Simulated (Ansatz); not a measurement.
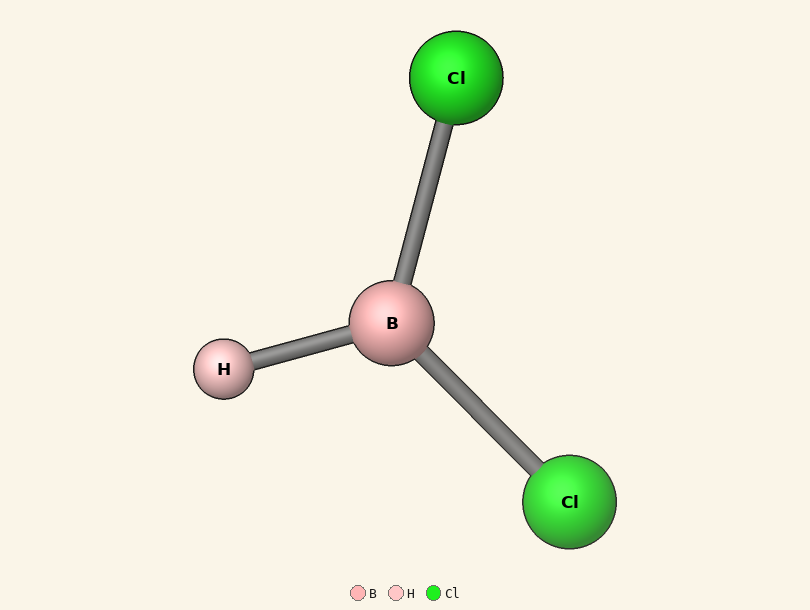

All atoms lie in one plane, which faces the viewer. The geometry was computed by an optimisation with PBE0-D4/def2-TZVP.

### Which symmetry elements does this geometry have?

It has 1 C2 axis and 2 mirror planes, so the point group is C2v. The group has 4 operations. The geometry is achiral, and symmetry allows a dipole moment.
